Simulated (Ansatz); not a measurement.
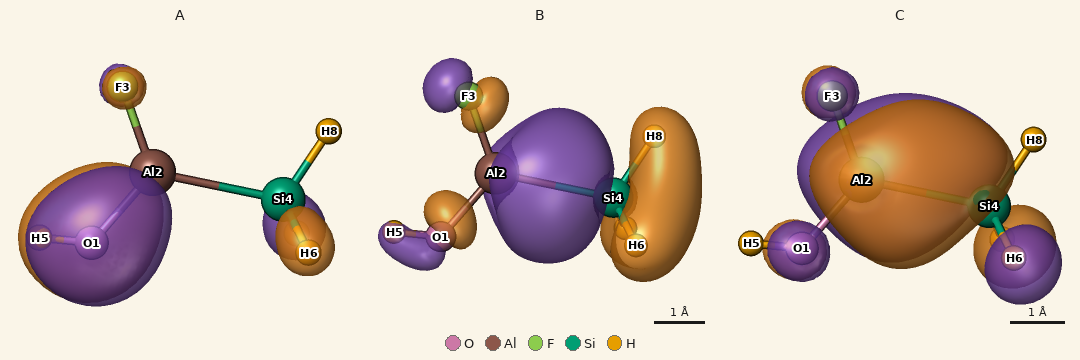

Figure. AlFH4OSi (SMILES [OH][Al]([F])[SiH3]). Three frontier orbitals at ±0.08 Å⁻³ᐟ² (orange and purple are the two phases), in no order.

Geometry: PBE0-D4/def2-TZVP.

The calculation used RKS PBE0-D4/def2-TZVPP (Ansatz).

Input

```
crystal:
  periodic: [false, false, false]
  atoms:
    - {symbol: O, position_ang: [1.567473, 1.468908, -0.513535]}
    - {symbol: Al, position_ang: [0.881127, 0.245408, 0.421768]}
    - {symbol: F, position_ang: [1.679910, -0.296431, 1.762629]}
    - {symbol: Si, position_ang: [-1.264547, -0.693542, -0.233959]}
    - {symbol: H, position_ang: [2.405722, 1.894081, -0.338621]}
    - {symbol: H, position_ang: [-2.275352, 0.387200, -0.393975]}
    - {symbol: H, position_ang: [-1.137650, -1.400650, -1.538039]}
    - {symbol: H, position_ang: [-1.764482, -1.662273, 0.777732]}
basis:
  gaussian: {orbitals: def2-TZVPP}
hamiltonian: {xc: pbe0, dispersion: d4}
output: {orbitals: {seedname: orbitals}}
```

Launched as:

```sh
ansatz run in.yaml --threads 2 --pin off --events-out ev --progress --plain --max-ram 4352MiB
```

### Order the three orbitals by energy and name them.

A is the HOMO−1 (−9.53 eV). It lies mainly on O1 (about 75 %); largely a lone pair of O1. B is the HOMO (−8.35 eV). By Hirshfeld shares it lies mainly on Si4 (about 45 %) and Al2 (about 30 %). C is the LUMO (−1.09 eV). Its weight (Hirshfeld) is mainly on Al2 (about 55 %) and Si4 (about 25 %).

### What is the HOMO–LUMO gap?

7.26 eV between the orbital energies.
